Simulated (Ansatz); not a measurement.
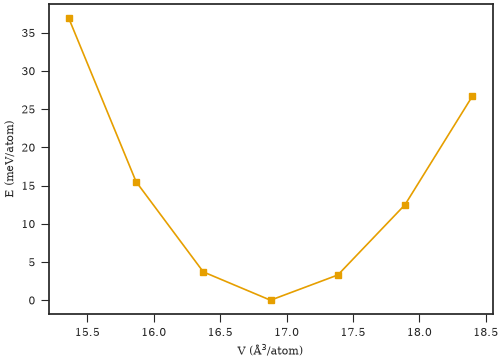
Fig. 1. SiGe in space group R-3m (No. 166; Ge on 3a, Si on 3b) under volume change, the program Ansatz at the r²SCAN level (PAW), shape and atoms relaxed at each volume.

### Question
What does a third-order Birch–Murnaghan fit give for V₀, B₀ and B′?

### Answer
V₀ = 16.88 Å³/atom, B₀ = 72.8 GPa, B′ = 4.5.

The start of the workflow was typed in or built on a structure type; neither database checked (COD, Materials Project) lists it. Its standing as an ambient phase is unchecked. Symmetry was held in the r²SCAN relaxation; its stability against distortions is not shown here. Its formation energy is positive at this level, so the cell may be metastable or incomplete.

Potentials: the later of the program's two PAW sets.
